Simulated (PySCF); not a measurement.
C₇H₁₃N, SMILES `C=C1CCCN(C)C1`.

Level of theory: PBE0/def2-SVP (PySCF), at a geometry from GFN2-xTB. No frequency check shows the geometry to be a minimum.

Geometry (Å), atoms numbered from 1:

```
C1      -2.2408    1.2680    0.3534
C2      -1.2687    0.5055   -0.1157
C3      -1.4224   -0.9613   -0.3862
C4      -0.3077   -1.7108    0.3434
C5       1.0487   -1.1402   -0.0547
N6       1.1179    0.2639    0.3008
C7       2.4384    0.8105    0.0919
C8       0.1074    1.0299   -0.4131
H9      -2.0991    2.3174    0.5495
H10     -3.2232    0.8740    0.5533
H11     -2.4023   -1.3145   -0.0629
H12     -1.3311   -1.1416   -1.4622
H13     -0.3451   -2.7756    0.1065
H14     -0.4374   -1.5877    1.4195
H15      1.8431   -1.6656    0.4824
H16      1.2118   -1.2933   -1.1397
H17      3.1563    0.2447    0.6845
H18      2.4530    1.8472    0.4259
H19      2.7536    0.7785   -0.9648
H20      0.2777    0.9846   -1.5090
H21      0.1873    2.0743   -0.1023
```

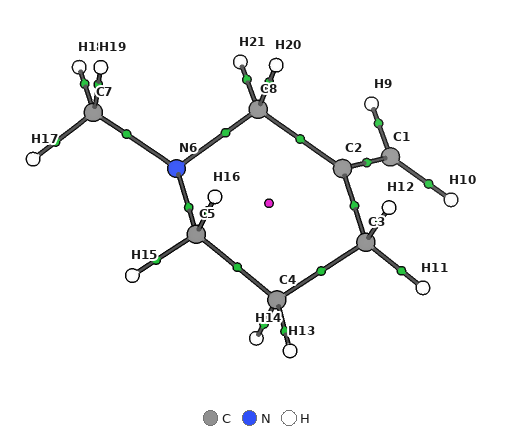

Molecular graph of the electron density (QTAIM): bond paths, bond critical points (green), ring points (magenta, if any); weak paths are dashed.

How many critical points of each kind are there, and does the count close?

Answer. 21 nuclei, 21 bond, 1 ring and 0 cage critical points: 21 − 21 + 1 − 0 = 1, as the Poincaré–Hopf relation requires.

What does the calculation give at each kind of bond critical point?

Answer.
```json
{"bond": "C1–C2", "length (Å)": "1.322", "ρ (a.u.)": "0.345", "∇²ρ (a.u.)": "−0.92", "ε": "0.41", "H (a.u.)": "−0.373"}
{"bond": "C1–H9", "length (Å)": "1.077", "ρ (a.u.)": "0.282", "∇²ρ (a.u.)": "−1.07", "ε": "0.02", "H (a.u.)": "−0.310"}
{"bond": "C1–H10", "length (Å)": "1.077", "ρ (a.u.)": "0.282", "∇²ρ (a.u.)": "−1.07", "ε": "0.02", "H (a.u.)": "−0.310"}
{"bond": "C8–H21", "length (Å)": "1.093", "ρ (a.u.)": "0.280", "∇²ρ (a.u.)": "−1.04", "ε": "0.02", "H (a.u.)": "−0.301"}
{"bond": "C7–H18", "length (Å)": "1.089", "ρ (a.u.)": "0.279", "∇²ρ (a.u.)": "−1.04", "ε": "0.03", "H (a.u.)": "−0.303"}
{"bond": "C7–H17", "length (Å)": "1.089", "ρ (a.u.)": "0.279", "∇²ρ (a.u.)": "−1.04", "ε": "0.03", "H (a.u.)": "−0.303"}
{"bond": "C5–H15", "length (Å)": "1.093", "ρ (a.u.)": "0.279", "∇²ρ (a.u.)": "−1.03", "ε": "0.02", "H (a.u.)": "−0.299"}
{"bond": "C4–H14", "length (Å)": "1.091", "ρ (a.u.)": "0.278", "∇²ρ (a.u.)": "−1.02", "ε": "0.00", "H (a.u.)": "−0.298"}
{"bond": "N6–C7", "length (Å)": "1.444", "ρ (a.u.)": "0.277", "∇²ρ (a.u.)": "−0.80", "ε": "0.05", "H (a.u.)": "−0.327"}
{"bond": "C3–H11", "length (Å)": "1.091", "ρ (a.u.)": "0.277", "∇²ρ (a.u.)": "−1.01", "ε": "0.00", "H (a.u.)": "−0.296"}
{"bond": "C4–H13", "length (Å)": "1.091", "ρ (a.u.)": "0.275", "∇²ρ (a.u.)": "−0.99", "ε": "0.00", "H (a.u.)": "−0.294"}
{"bond": "C5–N6", "length (Å)": "1.450", "ρ (a.u.)": "0.275", "∇²ρ (a.u.)": "−0.78", "ε": "0.05", "H (a.u.)": "−0.321"}
{"bond": "C3–H12", "length (Å)": "1.095", "ρ (a.u.)": "0.273", "∇²ρ (a.u.)": "−0.97", "ε": "0.00", "H (a.u.)": "−0.290"}
{"bond": "N6–C8", "length (Å)": "1.455", "ρ (a.u.)": "0.273", "∇²ρ (a.u.)": "−0.75", "ε": "0.06", "H (a.u.)": "−0.308"}
{"bond": "C7–H19", "length (Å)": "1.103", "ρ (a.u.)": "0.270", "∇²ρ (a.u.)": "−0.96", "ε": "0.03", "H (a.u.)": "−0.284"}
{"bond": "C5–H16", "length (Å)": "1.108", "ρ (a.u.)": "0.269", "∇²ρ (a.u.)": "−0.94", "ε": "0.02", "H (a.u.)": "−0.279"}
{"bond": "C8–H20", "length (Å)": "1.110", "ρ (a.u.)": "0.267", "∇²ρ (a.u.)": "−0.93", "ε": "0.02", "H (a.u.)": "−0.276"}
{"bond": "C2–C8", "length (Å)": "1.502", "ρ (a.u.)": "0.259", "∇²ρ (a.u.)": "−0.62", "ε": "0.02", "H (a.u.)": "−0.214"}
{"bond": "C2–C3", "length (Å)": "1.499", "ρ (a.u.)": "0.257", "∇²ρ (a.u.)": "−0.61", "ε": "0.03", "H (a.u.)": "−0.213"}
{"bond": "C4–C5", "length (Å)": "1.524", "ρ (a.u.)": "0.248", "∇²ρ (a.u.)": "−0.58", "ε": "0.02", "H (a.u.)": "−0.200"}
{"bond": "C3–C4", "length (Å)": "1.529", "ρ (a.u.)": "0.242", "∇²ρ (a.u.)": "−0.55", "ε": "0.00", "H (a.u.)": "−0.193"}
```

What kind of interaction is C1–C2?

Answer. Shared-shell (covalent): ρ = 0.345, ∇²ρ = −0.92, H = −0.373 a.u. Its ellipticity of 0.41 shows that the density isn't cylindrical about the bond.
